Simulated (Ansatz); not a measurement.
## TiH (Fm-3m): from the cell to its phonons

The cell of TiH (Fm-3m) is at rest. What are its phonons? After the zone centre comes a 4×4×4 q mesh on a 16×16×16 k mesh.

Method: DFT LDA, scalar-relativistic, plane waves, PAW, in Ansatz 0.2.0.

### Step 1. Set-up

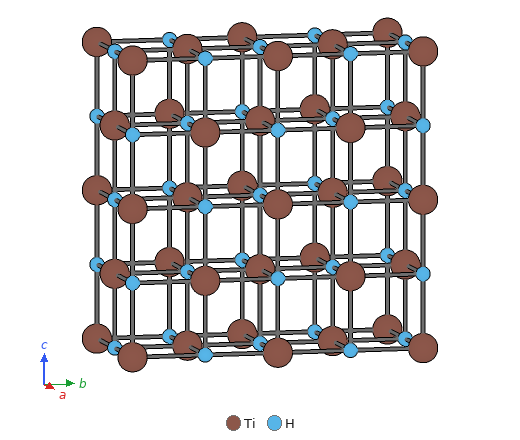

Start, viewed slightly off an axis; titanium brown, hydrogen blue. 1×2×2 cells are drawn. This picture shows the conventional cell, with its axes. Some periodic images of atoms are drawn too.

### Step 2. Modes at Γ

The cell comes from relaxations at this level that are not shown. The zone centre comes first: it holds the modes that light can see, as far as symmetry allows. No field response is asked, since the mesh shows no gap.

input.yaml

```yaml
crystal:
  lattice:
    - [0.0, 2.051566442, 2.051566442]
    - [2.051566442, 0.0, 2.051566442]
    - [2.051566442, 2.051566442, 0.0]
  atoms:
    - { symbol: Ti, position: [0.0, 0.0, 0.0] }
    - { symbol: H, position: [0.5, 0.5, 0.5] }
kpoints:
  mp_grid: { grid: [16, 16, 16] }
hamiltonian:
  xc: lda
scf:
  occupations: { method: methfessel_paxton, width: 0.15 }
output:
  eigenvalues: true
phonons:
  method: dfpt
```

Started as:

```console
ansatz run input.yaml --threads 4 --pin off --max-ram 7168MiB --backend cpu --events-out ev --progress --plain --runs-dir out
```

Numbers of over 12 decimals in the logs are rounded to 6 here.

Log:

```text
Engine: ansatz 0.2.0, aarch64-unknown-linux-gnu
Pseudopotentials: kind: paw
Pseudopotential: Ti, paw, valence charge 12, recommended cutoff 420 eV (normal), Ti.paw.azcp
Pseudopotential: H, paw, valence charge 1, recommended cutoff 420 eV (normal), H.paw.azcp
Functional definition: SPW92
  exchange = slater_x
  correlation = pw_c
Crystal: 2 atoms, lattice volume = 17.270 Å³
Basis set: ecut = 420 eV, 331 PW (Γ), exchange–correlation on 40×40×40 points (8 copies of the dense FFT grid, shifted against one another)
Bands: 11, of which v1, the nominal top of the filled ones, is band 7 counted from 1 (6 counted from 0)
Symmetry: 48 space group operations
k-points: 349 of 4096 (irreducible under 8 space group operations, time reversal used)
Non-local potential: Ti, projectors of the file, l = 0: 3, l = 1: 2, l = 2: 3, l = 3: 1
Non-local potential: H, projectors of the file, l = 0: 2, l = 1: 1
PAW form: soft (Blöchl's): semilocal exchange-correlation on the pseudo side does not see the compensation charge
PAW frozen core: Ti, regenerated for the run's functional, and the local potential with it (the file was generated under x = pbe(κ = 0.804, μ = 0.219515), c = pbe(β = 0.066725))
PAW one-centre angular grid: Ti, 590 points (default); XC on 64 Gauss nodes
PAW one-centre angular grid: H, 110 points (default); XC on 64 Gauss nodes
Initial density: superposition of atomic densities (neutral atoms: chi_scale 0, normalization atom), corrected by the library's trained network
Initial wavefunctions: pseudopotential atomic-orbital guess
Functional: x = slater, c = lda
SCF iter   1: F=—  HF=-2466.783721 eV  |F-HF|=—  |Δ(HF+E_count)|=         —  Δρ=1.07e-2  dr2=1.50e-2  ethr=1.77e-3  ⟨swp⟩=4.3  Hψ=19820  notcnv=0
preconditioner: auto → none  [metal: Δε(μ)=0.021 eV  Ē_g=6.876 eV  σ=0.150 eV  W_gap=0.12  n_scr=0 (ndim 8)  ℏωp=20.0 eV  f_vac=0.000  D(μ)=1.75/eV (n_scr^D=14)]
SCF iter   2: F=—  HF=-2466.777935 eV  |F-HF|=—  |Δ(HF+E_count)|=   5.79e-3  S|Δr|=    0.00e0  Δρ=3.44e-3  dr2=1.44e-3  ethr=1.15e-4  ⟨swp⟩=1.0  Hψ=6631  notcnv=0
SCF iter   3: F=—  HF=-2466.777439 eV  |F-HF|=—  |Δ(HF+E_count)|=   4.96e-4  S|Δr|=    0.00e0  Δρ=7.25e-4  dr2=5.72e-5  ethr=1.11e-5  ⟨swp⟩=2.0  Hψ=4144  notcnv=0
SCF iter   4: F=—  HF=-2466.777427 eV  |F-HF|=—  |Δ(HF+E_count)|=   1.22e-5  S|Δr|=    0.00e0  Δρ=2.42e-4  dr2=3.57e-6  ethr=4.40e-7  ⟨swp⟩=2.8  Hψ=6095  notcnv=0
SCF iter   5: F=—  HF=-2466.777426 eV  |F-HF|=—  |Δ(HF+E_count)|=   9.21e-7  S|Δr|=    0.00e0  Δρ=6.06e-5  dr2=2.05e-7  ethr=2.75e-8  ⟨swp⟩=2.9  Hψ=6024  notcnv=0
SCF iter   6: F=—  HF=-2466.777426 eV  |F-HF|=—  |Δ(HF+E_count)|=   1.58e-7  S|Δr|=    0.00e0  Δρ=7.06e-6  dr2=2.84e-9  ethr=1.58e-9  ⟨swp⟩=2.9  Hψ=6046  notcnv=0
SCF iter   7: F=-2466.777426 eV  HF=-2466.777426 eV  |F-HF|=1.82e-12  |Δ(HF+E_count)|=  1.58e-10  S|Δr|=    0.00e0  Δρ=4.09e-7  dr2=9.88e-12  ethr=1.00e-12  ⟨swp⟩=4.2  Hψ=16975  notcnv=0
SCF 1 converged in 7 iterations: F = -2466.777426 eV  dr2 = 9.88e-12
  greatest PAW one-centre occupation: 0.999 electrons in one spin orbital (limit 2), on the Ti atom at site 0 (counted from 0), in its partial waves of l = 0
DFPT response loops at Γ: preconditioner auto → Kerker (q_TF=auto, 2.602 Å⁻¹) (partly filled bands, converged f_vac=0.000); β = 1.00, the filter's whole step (`scf.mixing.beta` (0.50) is not read by the response loops under this deck's `scf.mixing.preconditioner`; to damp them name `kerker` or `kerker_dos`, under which they read `scf.mixing.beta`, and type it under 1.00, their step now; both keys bind the ground state too); Broyden in place of MSR1
SCF converged after 7 iterations
Stability not checked: this state was not tested for a lower state beside it, because cold or Methfessel-Paxton smearing, or corrected tetrahedra, fill the levels in a way that the test cannot read (fill_not_monotonic; see scf.lower_state_search)
Free energy (F): -2466.777426 eV
Harris-Foulkes:  -2466.777426 eV  (|F-HF|=1.82e-12)
Internal energy: -2466.778355 eV  (E = F + TS)
E sigma→0 (E₀):  -2466.777658 eV
Entropy (-TS):   0.000929 eV (0.464 meV/atom)
Fermi energy:    14.258100 eV
--- Per-component energies (eV) ---
  E_band       = -137.934556
  E_kinetic    = 289.498939
  E_local      = -768.600336  (includes V_loc(G=0)·N_el)
  E_nonlocal   = 13.585120
  E_hartree    = 317.963536
  E_xc         = -107.158527
  E_vxc        = -135.366046  (∫ρ·V_xc dr)
  E_paw        = -999.957609  (= ΣΔE_a)
  E_vpaw       = -172.978187  (= ΣTr[D̂ρ^β])
  E_aug_tail   = -0.001050  (compensation charges beyond the density's cutoff)
  E_ewald      = -1212.434378
  E_core_change = 0.325950  (= ΣΔE_core)
  E_smearing   = 0.000929  (= −TS)
  E_closure    = -0.000000  (closes the sum)
  Σ components = -2466.777426   (vs F -2466.777426, Δ=0.00e0)
--- Band table (eV; the first three rows and the last of 349) ---
  k-point 0: bands = [... 3 lower, -17.9483, 4.6202, 14.9543, 14.9543, 14.9543, 16.5173, 16.5173, 25.5595]
  k-point 1: bands = [... 3 lower, -17.9518, 4.7367, 14.8632, 15.0011, 15.0011, 16.4732, 16.4732, 25.0367]
  k-point 2: bands = [... 3 lower, -17.9618, 5.0781, 14.5995, 15.1091, 15.1091, 16.3844, 16.3844, 23.9494]
  k-point 348: bands = [... 3 lower, -18.2299, 8.0572, 13.4857, 13.4857, 15.7998, 18.1660, 20.6883, 21.9170]
--- Phonons (Γ-DFPT): 2 representative perturbations + reference, on 349 of 4096 k-points (Σ response iterations 7) ---
  k mesh reduced under 8 symmetry operations, with k and −k counted as one. Each operation leaves every solved perturbation unchanged. A smaller set is not used because it would not reduce the number of displacements times k-points to solve
  ASR residual: 5.473e-5 → 0.000e0 eV/Å²; symmetrization residual: 8.692e-7 eV/Å²
  ASR residual per site (eV/Å²): 2.00e-5 5.47e-5
  Γ frequencies (cm⁻¹): 0.00 0.00 0.00 956.08 956.08 956.08
  non-analytic LO–TO correction: not included (Born effective charges unavailable; polar crystals: no LO–TO splitting at Γ)
```

Elapsed: 4.1 s, on 4 threads of Arm Neoverse V2, shared host; peak memory 0.48 GiB; 13 s of CPU time.

In the SCF lines HF is the Harris–Foulkes energy and dr2 the Hartree energy of the density residual, in eV; the loop may stop once dr2 is under the threshold and the program's other checks hold. Hψ counts applications of the Hamiltonian.

Numbers from this step:

```
volume per atom                                         : 8.635 Å³
gap on the k-mesh                                       : 0 eV
sum-rule residual before enforcement                    : 5.47e-5 eV/Å²
point group                                             : m-3m
highest optical mode at the zone centre (no LO-TO term) : 956.1 cm⁻¹
lowest optical zone-centre mode                         : 956.1 cm⁻¹
```

Patterns of degenerate modes are one choice out of their space. Modes at Γ, with each element's share of the kinetic energy:

```csv
mode,frequency (cm⁻¹),symmetry,Ti %,H %
1,0.0,acoustic,98,2
2,0.0,acoustic,98,2
3,0.0,acoustic,98,2
4,956.1,T1u,2,98
5,956.1,T1u,2,98
6,956.1,T1u,2,98
```

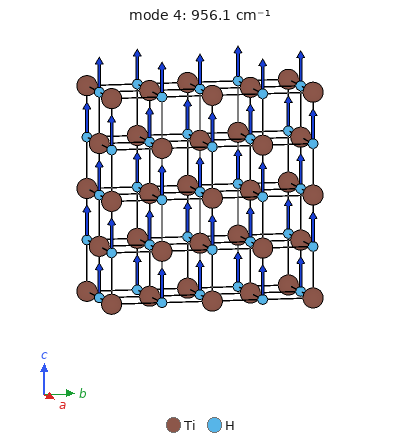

Displacement patterns of mode 4 at Γ; arrows are exaggerated. 1×2×2 conventional cells are drawn. Some periodic images of atoms are drawn too.

Before it was imposed, the acoustic sum rule was missed by 5.5e-5 eV/Å². Small misses are needed for a sound result but don't prove that mesh and cutoff are converged. The lowest optical mode is real, 956 cm⁻¹.

### Step 3. Phonons on a q mesh

Stability and thermal properties need the whole zone. Linear response on a 4×4×4 q mesh gives force constants as far as a supercell of that size would.

Edit input.yaml of step 2 so:

```diff
@@ -18 +18,8 @@
   method: dfpt
+  qmesh: [4, 4, 4]
+  temperatures: { t_max: 1000, t_step: 50 }
+  qpath:
+    path:
+      - [[0.0, 0.0, 0.0], [0.5, 0.0, 0.5], [0.625, 0.25, 0.625]]
+      - [[0.375, 0.375, 0.75], [0.0, 0.0, 0.0], [0.5, 0.5, 0.5], [0.5, 0.25, 0.75], [0.5, 0.0, 0.5]]
+    npoints: 10
```

Log:

```text
[...]
Crystal: 2 atoms, lattice volume = 17.270 Å³
Basis set: ecut = 420 eV, 331 PW (Γ), exchange–correlation on 40×40×40 points (8 copies of the dense FFT grid, shifted against one another)
Bands: 11, of which v1, the nominal top of the filled ones, is band 7 counted from 1 (6 counted from 0)
[... 1 set-up line as in the run before ...]
k-points: 145 of 4096
[...]
SCF iter   1: F=—  HF=-2466.783740 eV  |F-HF|=—  |Δ(HF+E_count)|=         —  Δρ=1.07e-2  dr2=1.50e-2  ethr=1.77e-3  ⟨swp⟩=4.3  Hψ=8238  notcnv=0
[...]
SCF iter   8: F=-2466.777426 eV  HF=-2466.777426 eV  |F-HF|=9.09e-13  |Δ(HF+E_count)|=    0.00e0  S|Δr|=    0.00e0  Δρ=2.14e-8  dr2=2.60e-14  ethr=1.00e-12  ⟨swp⟩=4.8  Hψ=5339  notcnv=0
SCF 1 converged in 8 iterations: F = -2466.777426 eV  dr2 = 2.60e-14
[...]
phonons: the bands overlap, so this run is a metal and interpolates without the dipole-dipole term. If the crystal is really an insulator or semiconductor, its LO-TO splitting is missing
NSCF: frozen V_eff on 145 k-points
[...]
DFPT response loops at q = (0, 0, 0) (fractional): preconditioner auto → Kerker (q_TF=auto, 2.602 Å⁻¹) (partly filled bands, converged f_vac=0.000); β = 1.00, the filter's whole step (`scf.mixing.beta` (0.50) is not read by the response loops under this deck's `scf.mixing.preconditioner`; to damp them name `kerker` or `kerker_dos`, under which they read `scf.mixing.beta`, and type it under 1.00, their step now; both keys bind the ground state too); Broyden in place of MSR1
[...]
SCF converged after 8 iterations
[...]
Free energy (F): -2466.777426 eV
[...]
Internal energy: -2466.778355 eV  (E = F + TS)
E sigma→0 (E₀):  -2466.777658 eV
Entropy (-TS):   0.000929 eV (0.464 meV/atom)
Fermi energy:    14.258101 eV
[...]
--- Band table (eV; the first three rows and the last of 145) ---
  k-point 0: bands = [... 3 lower, -17.9483, 4.6202, 14.9543, 14.9543, 14.9543, 16.5173, 16.5173, 25.5595]
  k-point 1: bands = [... 3 lower, -17.9518, 4.7367, 14.8632, 15.0011, 15.0011, 16.4732, 16.4732, 25.0367]
  k-point 2: bands = [... 3 lower, -17.9618, 5.0781, 14.5995, 15.1091, 15.1091, 16.3844, 16.3844, 23.9494]
  k-point 144: bands = [... 3 lower, -18.2299, 8.0572, 13.4857, 13.4857, 15.7998, 18.1660, 20.6883, 21.9170]
--- Phonons (Γ-DFPT): 2 representative perturbations + reference (Σ response iterations 7) ---
  ASR residual: 2.696e-6 → 0.000e0 eV/Å²; symmetrization residual: 8.422e-7 eV/Å²
  ASR residual per site (eV/Å²): 2.70e-6 5.53e-7
  Γ frequencies (cm⁻¹): 0.00 0.00 0.00 956.08 956.08 956.08
--- Phonons (arbitrary-q DFPT): 8 irreducible q on the 4×4×4 mesh ---
  q = [0.0000, 0.0000, 0.0000] (star 1, of the zone-centre solve; hermiticity 5.08e-7, symmetrization 6.80e-13): -0.00 -0.00 0.00 956.08 956.08 956.08
  q = [0.0000, 0.0000, 0.2500] (star 8, 2 solved perturbations on 2176 of 4096 k-point pairs; hermiticity 3.08e-7, symmetrization 2.03e-8): 56.44 56.44 206.67 941.35 960.83 960.83
[...]
q = [0.0000, 0.2500, 0.2500] (star 6, 4 solved perturbations in 3616 linear systems a pass and spin channel, the states on 1160 of 4096 k-point pairs; hermiticity 1.53e-7, symmetrization 3.73e-8): 128.05 128.05 145.21 940.35 940.35 988.80
[...]
sum rule: each row above includes the acoustic sum rule's correction from the zone centre's row sums; it moved no ω² by more than (0.39 cm⁻¹)²
  mesh force constants: q→R imaginary residual 1.49e-18; ASR residual 2.696e-6 → 0.000e0 eV/Å²; symmetrization residual 1.776e-15 eV/Å²
  interpolated dispersion: 62 rows × 6 modes
  density of states and harmonic sums: on the 28×28×28 q-mesh, interpolated from the force constants of a 4×4×4 supercell (no non-analytic term)
  largest difference from the sums on the solved wave vectors: F 1.71e-2 eV, S 2.32e-5 and C_V 6.67e-6 eV/K
  zero-point energy: 0.210461 eV/cell   skipped modes (ω ≤ 0): 90, of them read as no rigid motion or as one in doubt: 87 (1.173e-1 modes/cell left out, lowest -77.36 cm⁻¹)   left out of the sums: 1.96e-2 of the cell's modes: C_V's classical limit lies that fraction below 3 k_B per atom; for a crystal, a wire or a layer, F and S can be off by more, and a phonons.interpolated_qmesh denser along its periods is the remedy for the sampling
```

It took 1.9 min on 4 threads; peak memory 2.2 GiB.

This step gave:

```yaml
sum_rule_residual_before_enforcement: 2.70e-6 eV/Å²
lowest_frequency_on_the_path: -76.65 cm⁻¹
highest_frequency_on_the_path_or_at_a_solved_wavevector: 989.5 cm⁻¹
lowest_mode_on_the_q_mesh_acoustic_modes_at_gamma_apart: 56.44 cm⁻¹
```

Frequencies (cm⁻¹) solved at each irreducible wavevector; negative means imaginary. Frequencies by wavevector, by row:

```csv
q in reciprocal lattice units,star,mode 1,mode 2,mode 3,mode 4,mode 5,mode 6
0 0 0,1,0,0,0,956.1,956.1,956.1
0 0 0.25,8,56.4,56.4,206.7,941.4,960.8,960.8
0 0 -0.5,4,159,159,321.7,899.5,970.5,970.5
0 0.25 0.25,6,128.1,128.1,145.2,940.4,940.4,988.8
0 0.25 -0.5,24,157,176.2,268.9,943.5,956.7,971
0 0.25 -0.25,12,71.5,173.9,264.6,925.8,967.3,975.7
0 -0.5 -0.5,3,216.1,216.1,230.3,951.7,951.7,966.2
0.25 -0.5 -0.25,6,197.3,212.7,212.7,941,941,989.5
```

Interpolated from a 4×4×4 q mesh. Phonon branches along the path, in cm⁻¹:

```csv
point,branch 1,branch 2,branch 3,branch 4,branch 5,branch 6
Γ,0,0,0,956,956,956
X,216,216,230,952,952,966
U,179,215,238,948,960,966
jump to K,179,215,238,948,960,966
Γ,0,0,0,956,956,956
L,159,159,322,900,971,971
W,197,213,213,941,941,990
X,216,216,230,952,952,966
```

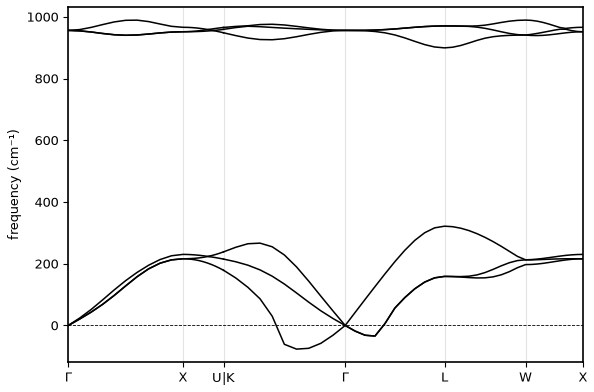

Phonon branches along the path.

The phonon density of states has structure finer than the step of the table below, so its rows give means over 50 cm⁻¹, whole bins alone (the curve runs from -75 to 995 cm⁻¹). Peaks (cm⁻¹: height): 165.0: 0.0220, 975.0: 0.0659.

Tetrahedra on a 28×28×28 mesh, mean over bins of 10 cm-1. Interpolated from a 4×4×4 q mesh. Phonon density of states against wavenumber; means over each step:

```csv
wavenumber (cm⁻¹),phonon density of states (1/cm⁻¹/cell)
-50,0.00179
0,9.9e-4
50,0.00264
100,0.00667
150,0.0170
200,0.0153
250,0.0114
300,0.00420
350,7.0e-6
400,0
450,0
500,0
550,0
600,0
650,0
700,0
750,0
800,0
850,0
900,0.00344
950,0.0467
```

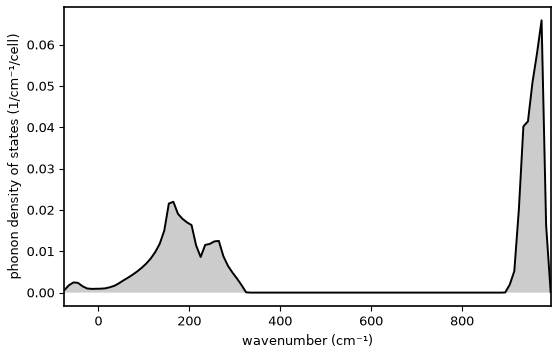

Phonon density of states against wavenumber.

The partial phonon density of states has structure finer than the step of the table below, so its rows give means over 100 cm⁻¹, whole bins alone (the curve runs from -87.4 to 1029 cm⁻¹). Peaks (cm⁻¹: height): H 966.2: 0.0585; Ti 158.5: 0.0209.

Phonopy on the run's constants, 21x21x21 mesh, Gaussian sigma 8.0 cm-1. Interpolated from a 4×4×4 q mesh. Partial phonon density of states against wavenumber; means over each step; values in 1/cm⁻¹/cell:

```csv
wavenumber (cm⁻¹),H,Ti
0,1.8e-5,0.00136
100,5.2e-5,0.00752
200,6.1e-5,0.0155
300,1.5e-5,0.00501
400,0,0
500,0,0
600,0,0
700,0,0
800,0,0
900,0.0112,7.4e-5
```

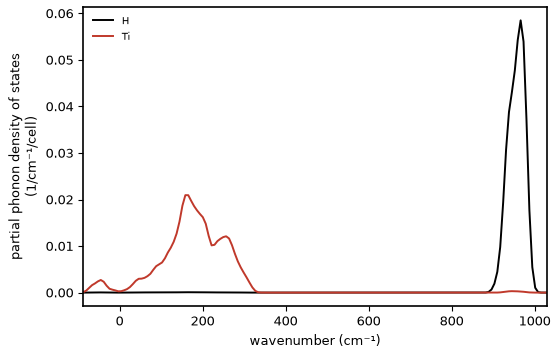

Partial phonon density of states against wavenumber.

Second derivatives of the energy by pair, one row for each kind of neighbour of each atom listed. Each entry sums the pair over the periodic images of the supercell that the q mesh stands for, and in a polar crystal it holds the long-range dipole part too. Force constants by pair, by row:

```csv
atom,neighbour,distance (Å),third of the trace (eV/Å²),along the pair's line (eV/Å²)
Ti1,itself,0,7.093,–
Ti1,H,2.052,-0.4964,-1.016
Ti1,Ti,2.901,-0.4098,-1.694
Ti1,H,3.553,-0.0767,-0.2833
Ti1,Ti,4.103,-0.1252,-0.0285
Ti1,H,4.587,0.0103,-0.0019
Ti1,Ti,5.025,0.0162,0.0295
Ti1,Ti,5.803,0.2274,0.5121
Ti1,H,6.155,0.0093,0.0554
H2,itself,0,3.372,–
H2,Ti,2.052,-0.4964,-1.016
H2,H,2.901,-0.0046,0.0149
H2,Ti,3.553,-0.0767,-0.2833
H2,H,4.103,0.0024,-0.0574
H2,Ti,4.587,0.0103,-0.0019
H2,H,5.025,-2.00e-4,-0.001
H2,H,5.803,-0.0039,-0.0131
H2,Ti,6.155,0.0093,0.0554
```

Symmetry leaves 8 wavevectors to solve. The lowest mode among them, the acoustic zeros apart, lies at q = (0, 0, 0.25) and is real, 56.4 cm⁻¹. Between them the interpolated path dips to 77i cm⁻¹.

### Step 4. Summary of results

| Property | Result |
| --- | --- |
| space group (within 0.01 Å) | Fm-3m |
| volume per atom | 8.63 Å³ |
| electronic character | no gap on this mesh |
| highest optical mode at the zone centre (no LO-TO term) | 956 cm⁻¹ |
| lowest optical zone-centre mode | 956 cm⁻¹ |
| lowest mode on the q mesh (acoustic modes at Γ apart) | 56.4 cm⁻¹ |
| highest frequency on the path or at a solved wavevector | 990 cm⁻¹ |
| imaginary modes on the 4×4×4 q mesh | none |

What this shows: No mode is imaginary at the 8 irreducible wavevectors solved, but between them the interpolated path dips to 76.6i cm⁻¹, so stability is not settled. The optical modes at Γ form one degenerate level at 956 cm⁻¹. The highest mode in this list at Γ, 956.1 cm⁻¹, is mostly motion of H (98 % of the kinetic energy). The interpolated path dips to 77i cm⁻¹ between the solved wavevectors, which may come from the interpolation; a denser q mesh would tell. With no gap, or one that is small against the smearing, the frequencies hang on the k mesh and the smearing, most of all near Kohn anomalies. The phonon runs are without spin polarisation, although the cell has an odd electron count. These are harmonic frequencies at zero temperature: anharmonic shifts, linewidths and thermal expansion are left out.

[Logs are printed without paths, hosts, clocks, repeated set-up lines and the standing remarks that a program may print on its own settings, such as how far it seeks lower states.]

[Hosts, paths, dates, database ids (printed as entryN), source tags and the programs' standing remarks are cut or masked in the printed files.]
